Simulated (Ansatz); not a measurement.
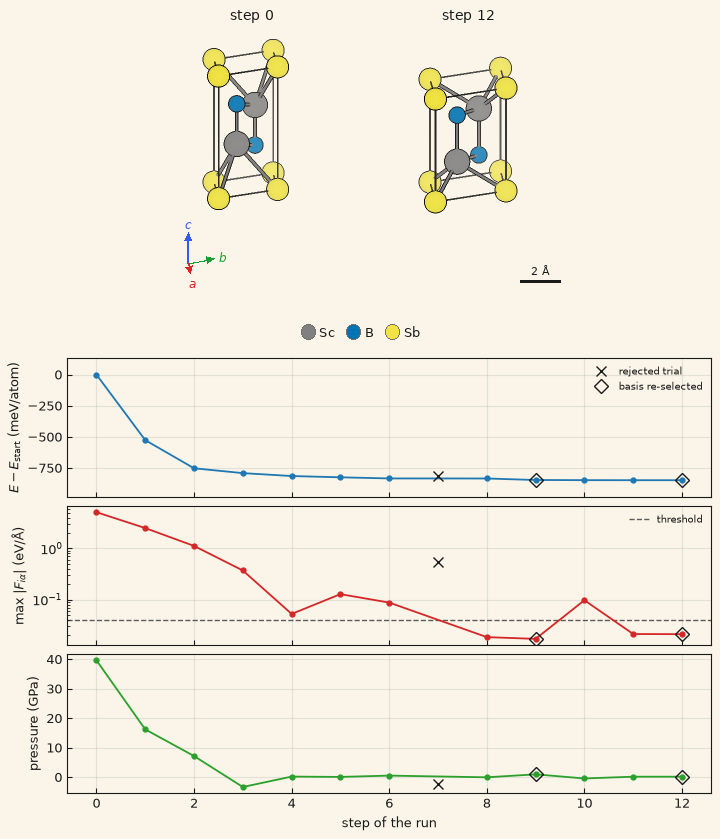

First and last geometry of a relaxation of crystalline Sc$_{2}$B$_{2}$Sb (a generated structure, set up in P-3m1) (coarse preliminary run), with the history of the run. A ball-and-stick model of the cell of the calculation, seen from a free direction.

Method: DFT PBE, scalar-relativistic, plane waves, PAW (Ansatz).

Input file:
```yaml
crystal:
  lattice:
    - [3.56747486, 0.0, 0.0]
    - [-1.78373743, 3.08952386, 0.0]
    - [0.0, 0.0, 6.34054637]
  atoms:
    - { symbol: Sc, position: [0.66666667, 0.33333333, 0.37570056] }
    - { symbol: Sc, position: [0.33333333, 0.66666667, 0.62429944] }
    - { symbol: B, position: [0.66666667, 0.33333333, 0.7030983] }
    - { symbol: B, position: [0.33333333, 0.66666667, 0.2969017] }
    - { symbol: Sb, position: [0.0, 0.0, 0.0] }
basis:
  ecutwfc: 420
kpoints:
  mp_grid: { grid: [6, 6, 4] }
hamiltonian:
  xc: pbe
scf:
  occupations: { method: gaussian, width: 0.1 }
  lower_state_search: "off"
output:
  forces: true
  stress: true
  eigenvalues: true
relax:
  adjacent_minimum: "off"
  f_tol: 0.04
  max_steps: 70
  cell: { stress_tol: 0.4 }
```

Launched with:
```bash
ansatz run input.yaml --threads 1 --pin off --max-ram 2560MiB --backend cpu --events-out ev --progress --plain --runs-dir out
```

Read the history and describe the run.

Answer. It converged. The largest moves relative to the cell, 0.45 Å, are those of Sc1 and Sc2. Sc1 goes along −c. By element the largest moves are Sc 0.45 Å, B 0.21 Å. Sb stays in place. The volume changes by +19.7 %, with a = b 3.567 → 4.260 Å (+19.4 %), c 6.341 → 5.320 Å (−16.1 %). Among the contacts that change: Sc1–B3 4.265 → 2.916 Å, Sc1–Sc2 2.594 → 3.314 Å, Sc1–B4 2.119 → 2.467 Å, Sc1–B3 (another image) 2.076 → 2.404 Å. New bonds form: Sc1–B3 (4.26 → 2.92 Å), Sc2–B4 (4.26 → 2.92 Å). Among the angles between lasting bonds that change: Sc1–Sb5–Sc1 69.0° → 94.2°, Sc1–Sb5–Sc2 111.0° → 85.8°, Sc1–B3–Sc2 76.4° → 85.7°. The space group stays P-3m1 (No. 164). The energy falls by 848 meV per atom in 9 accepted moves (12 points after the start). The largest force component goes from 5.1 to 0.021 eV/Å. The pressure goes from 39.65 to 0.16 GPa. The line search rejected the trial step at point 7 of the run. At 2 points the geometry stayed and the basis and grid were re-selected for the new cell (energy shift of 12.2 meV per atom at most each time). The run took 47 s on 1 thread of Arm Neoverse V2, with other jobs on the host, peak memory 0.39 GiB.
